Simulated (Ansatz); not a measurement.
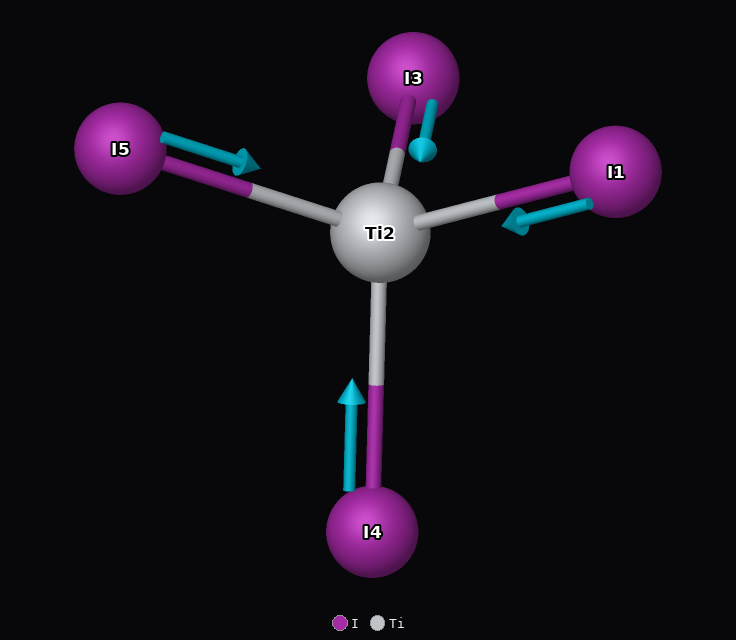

The arrows show one normal mode. The species is neutral and a spin singlet. Harmonic vibrations computed with RKS PBE0-D4/def2-TZVP, core potentials on I (Ansatz 0.2.0) at a stationary point of the same level.

### Describe the motion.

Mostly in-phase stretching of 4 Ti–I bonds.

### At what wavenumber does it lie?

167 cm⁻¹; it is mode 6 of 9 counted from the lowest.
